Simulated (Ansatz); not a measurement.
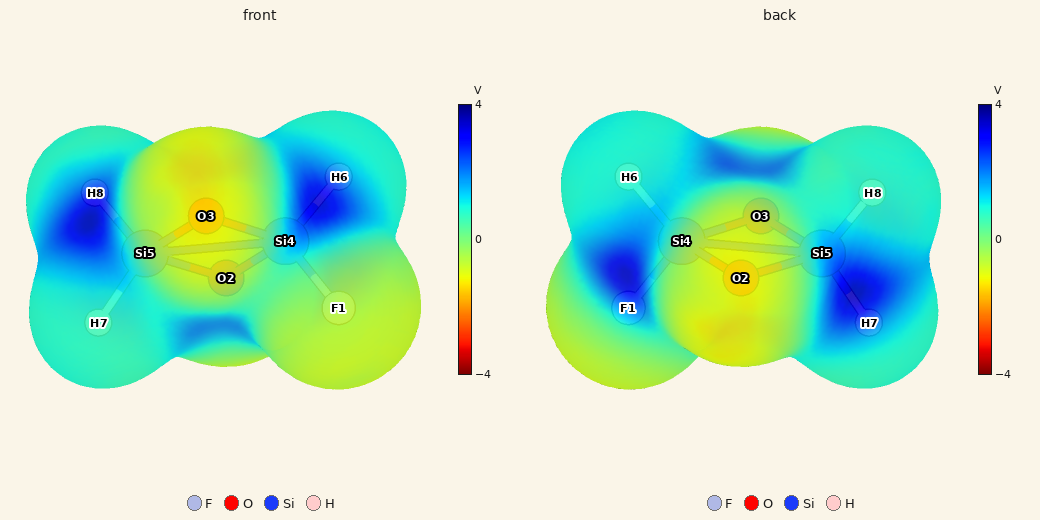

The picture shows: FH3O2Si2. The electrostatic potential painted on the density surface at 0.004 e/bohr³, seen from the front and from behind; red is negative and blue positive.

Geometry: PBE0-D3(BJ)/def2-SVP.

Level of theory: isolated molecule in a Gaussian basis; Kohn-Sham density functional theory, functional PBE0 (Ansatz 0.2.0).

```yaml
atoms:
  - { symbol: F, position_ang: [0.3058, -0.0122, 0.7809] }
  - { symbol: O, position_ang: [-1.2003, -2.1488, -0.0285] }
  - { symbol: O, position_ang: [-1.6931, -1.2921, 2.1430] }
  - { symbol: Si, position_ang: [-1.1744, -0.6298, 0.6887] }
  - { symbol: Si, position_ang: [-1.7155, -2.8421, 1.4388] }
  - { symbol: H, position_ang: [-2.0390, 0.3974, 0.0873] }
  - { symbol: H, position_ang: [-0.7355, -3.7842, 2.0329] }
  - { symbol: H, position_ang: [-3.0751, -3.4314, 1.3628] }
```

Describe the electrostatic potential map.

Answer. The most negative region (about −1.3 V, or −30 kcal/mol for a unit charge) lies over O2 and O3, the most positive (about +3.4 V, or +78 kcal/mol for a unit charge) over Si4 and Si5.

How polar is the molecule by this calculation?

Answer. Its dipole moment is 1.58 D.
